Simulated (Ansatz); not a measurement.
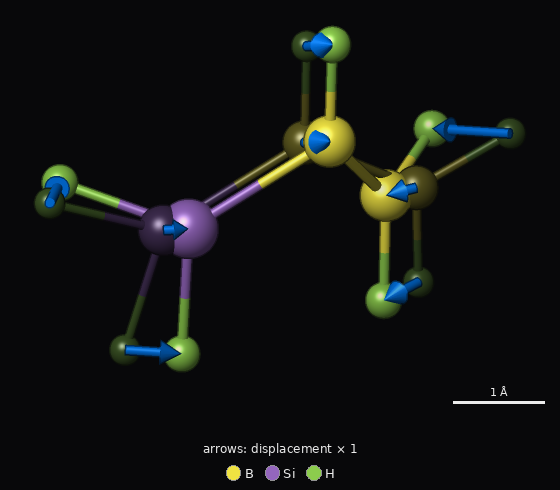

A relaxation of B2SiH5 (charge −1). The starting structure is drawn faded, the final one solid; blue arrows show the displacements, at their true length. The two geometries are superimposed by the best rigid fit.

The picture is a ball-and-stick view, seen at a tilt.

These are results of Ansatz, RKS PBE0-D4/def2-TZVPD, not measurements. Settings: force threshold 0.005 eV/Å; at most 200 steps.

Question: What happened in the run?

Answer: The largest move after the best rigid fit is that of an H atom, 1.04 Å. Largest moves by element: H 1.04 Å, B 0.63 Å, Si 0.28 Å. Some distances before and after: B–Si 3.047 → 2.420 Å, B–Si 1.854 → 1.879 Å, B–H 1.227 → 1.202 Å, B–B 1.606 → 1.616 Å. Among the angles between lasting bonds that change: B–B–Si 123.3° → 87.3°, B–B–H 121.9° → 134.4°, Si–B–H 114.8° → 125.3°. The energy falls by 21.3 kJ/mol in 23 accepted moves (26 points after the start). The largest force component goes from 1.1 to 0.005 eV/Å. The line search rejected the trial steps at points 6, 14, 25 of the run. Cost: 63 s on 2 threads of Intel Xeon 6975P-C, with other jobs on the host.
